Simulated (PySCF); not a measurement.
Consider C$_{3}$H$_{7}$BO$_{2}$Si (SMILES [SiH3]C1=COCOB1).

Input

```
{"job": {"kind": "nmr", "xc": "PBE0", "basis": "pcSseg-1"}, "charge": 0, "multiplicity": 1}
Si     2.360118     0.207179     0.136069
C      0.503545     0.039020    -0.041550
C     -0.114364    -1.109974     0.263558
O     -1.458517    -1.318742     0.186486
C     -2.259514    -0.168502     0.144426
O     -1.773088     0.868129    -0.648664
B     -0.442947     1.067827    -0.724555
H      2.960129     0.584425    -1.145833
H      2.911389    -1.074945     0.585921
H      2.657809     1.244230     1.130724
H      0.379829    -2.025283     0.568542
H     -2.390572     0.215299     1.176086
H     -3.231708    -0.486816    -0.250999
H     -0.102787     1.957681    -1.402378
```

Run with:

```sh
OMP_NUM_THREADS=1 python probes_run.py task.json out
```

Geometry: GFN2-xTB.

All numbers below come from PySCF 2.14.0, PBE0/pcSseg-1, SCF density, gas phase, non-relativistic.

### What will maps of the electron density and electron localisation function show?

C–C (1.34 Å): the density is about 2.3 e/Å³ at the midpoint; the ELF peaks at about 0.95 between the atoms: a short, multiple covalent bond.
B–O (1.35 Å): ρ is about 2.2 e/Å³ halfway; the ELF peaks at about 0.90 between the atoms (a short, strongly polar bond).
C–O (1.36 Å): ρ at the midpoint is about 2.3 e/Å³, with its minimum of 2 e/Å³ about 0.5 Å from C; the ELF peaks at about 0.90 between the atoms, as expected for a polar covalent bond.
C–B (1.56 Å): ρ is about 1.4 e/Å³ halfway; the ELF peaks at about 0.95 between the atoms, as expected for localised, covalent bonding.

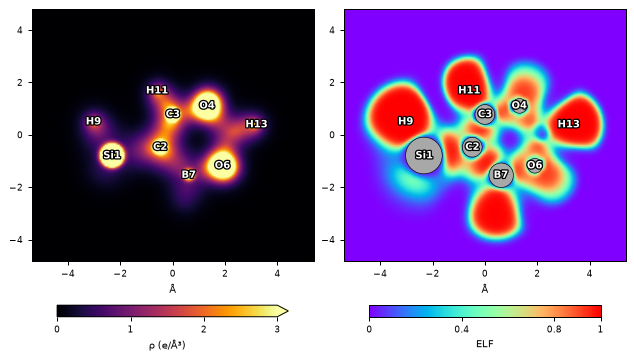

Computed electron density and electron localisation function on the plane of atoms C2, C3 and O4, in this order. Grey discs cover the atomic cores in the ELF map. 
